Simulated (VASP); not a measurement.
Band structure of S (relaxed from the fcc structure, space group Fm-3m). These are r2SCAN meta-GGA, VASP's PBE PAW potentials (set 64) (plane waves; VASP) values and carry that method's errors.

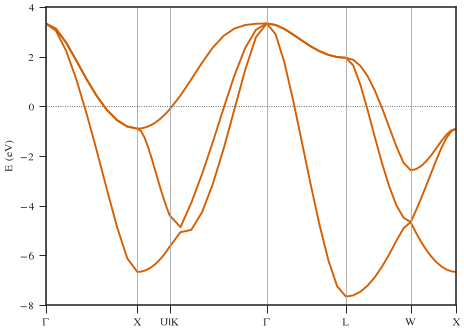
Fig. 1. Bands along high-symmetry lines, zero at the valence-band maximum or, without a gap, the Fermi level

### Question
Read the plot: is there a gap, and where are the band edges?

### Answer
It has no gap at this level: it comes out as a metal or semimetal.

The structure was generated: S was put into the fcc type (Fm-3m), which need not be its known phase. It was relaxed first.
